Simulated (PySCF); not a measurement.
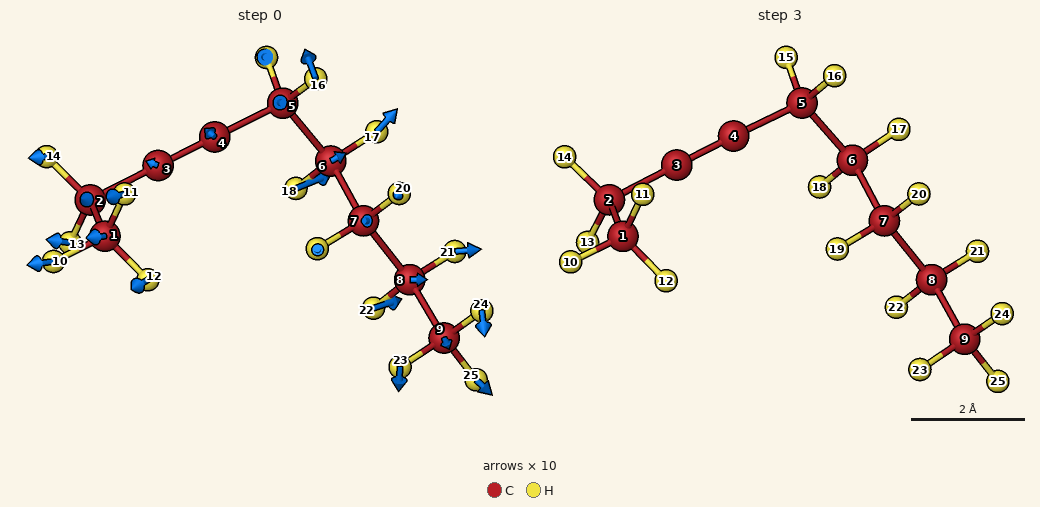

The structure of C₉H₁₆ before (left) and after (right) a relaxation, at one scale. The blue arrows give the displacements, 10 times their true length.

A ball-and-stick model, seen at a tilt.

The start comes from GFN2-xTB.

Method: PySCF, PBE0-D3(BJ)/def2-SVP geometry optimisation, gas phase. 

Summarise the run.

H18 moves most after the best rigid fit: 0.088 Å. Largest moves by element: H 0.088 Å, C 0.050 Å. Near-neighbour distances that change, for instance: C3–C4 1.199 → 1.213 Å, C7–H20 1.093 → 1.106 Å, C1–H10 1.088 → 1.100 Å, C2–C3 1.452 → 1.460 Å. Among the angles between lasting bonds that change: H13–C2–H14 108.0° → 105.5°, C1–C2–C3 111.4° → 113.5°. Over 3 geometry steps the energy falls by 1.84 kcal/mol. Largest force component: 1.1 eV/Å at the start, 0.023 eV/Å at the end. The run took about 120 core-seconds on a shared host.
